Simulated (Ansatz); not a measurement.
## Electronic structure of AlH3O3···AsH3 in real space

```xyz
11

Al    0.6364   -1.0638    0.0419
O     1.2266   -1.1241   -1.5402
O     1.6368   -0.4145    1.2463
O    -0.8659   -1.7986    0.3032
H    -0.3418    1.0316   -0.8901
As   -1.2235    1.6395    0.2062
H     2.0930   -0.7830   -1.7546
H     1.3773   -0.3076    2.1586
H    -1.2874   -1.8369    1.1588
H    -2.4305    1.6136   -0.7144
H    -0.8210    3.0437   -0.2158
```

The reactant side of a reaction path; geometry: PBE0-D4/def2-TZVP.

Method: RKS PBE0-D4/def2-TZVPP (Ansatz 0.2.0).

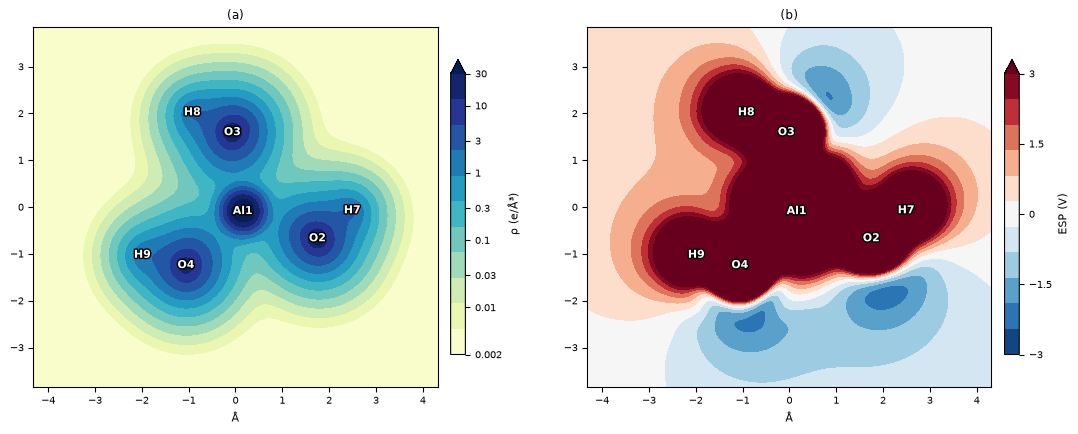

Figure 1. (a) total electron density; (b) molecular electrostatic potential on the plane of atoms O2, Al1 and O3.

Read the bonding off the picture.

Answer. The section cuts through Al, O and H sites. Al–O (1.69 Å): the density is about 0.92 e/Å³ at the midpoint. O–H (0.95 Å): the density is about 3.8 e/Å³ at the midpoint. Outside the dense part of the complex the potential is most negative (−2.2 V) near O2.

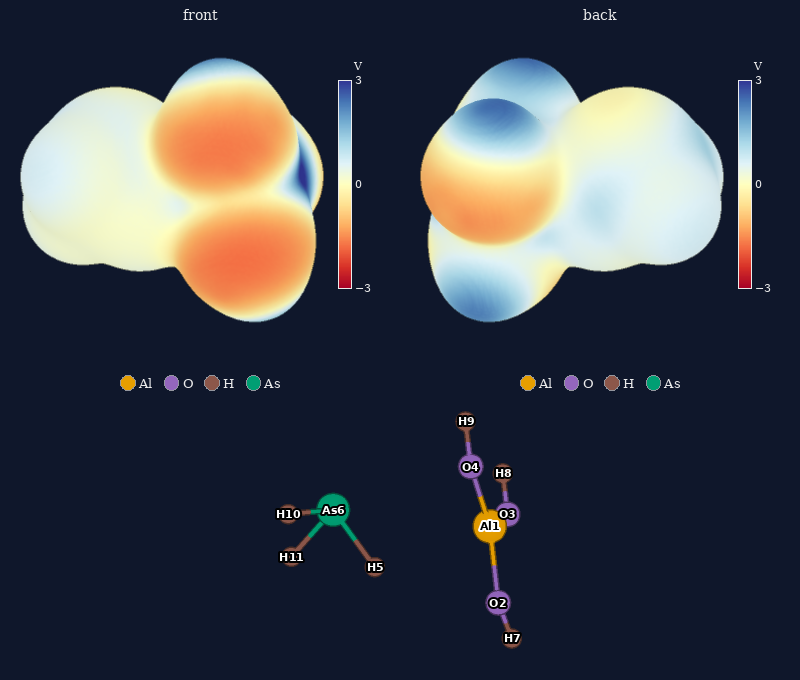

Figure 2. The molecular electrostatic potential painted on the density surface at 0.002 e/bohr³, seen from the front and from behind; red is negative and blue positive. The bare structure is drawn below in the same view.

Where is the surface potential most negative and most positive?

Answer. The most negative region (about −1.7 V, or −39 kcal/mol for a unit charge) lies over O2, the most positive (about +2.7 V, or +62 kcal/mol for a unit charge) over Al1. O2 is the likeliest acceptor of a hydrogen bond.

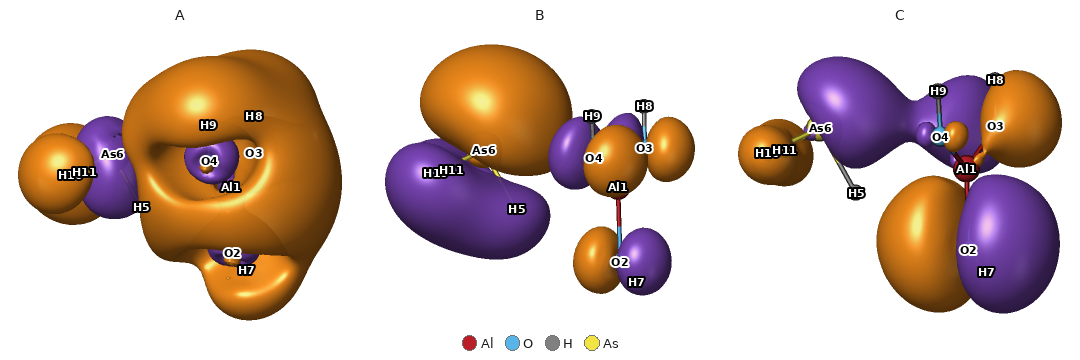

Figure 3. Three frontier orbitals at ±0.05 Å⁻³ᐟ² (orange and purple are the two phases), in no order.

Order the three orbitals by energy and name them.

Answer. C is the HOMO−1 (−8.93 eV). By Hirshfeld shares it lies mainly on O2 (about 65 %), O3 (about 15 %) and As6 (about 5 %). B is the HOMO (−8.10 eV). Its weight (Hirshfeld) is mainly on As6 (about 70 %), H11 (about 5 %) and H10 (about 5 %); largely a lone pair of As6. A is the LUMO (−0.37 eV). It lies mainly on Al1 (about 35 %), As6 (about 15 %), H9 (about 10 %), H8 (about 10 %), O3 (about 5 %) and O4 (about 5 %).

What is the HOMO–LUMO gap?

Answer. 7.73 eV between the orbital energies.
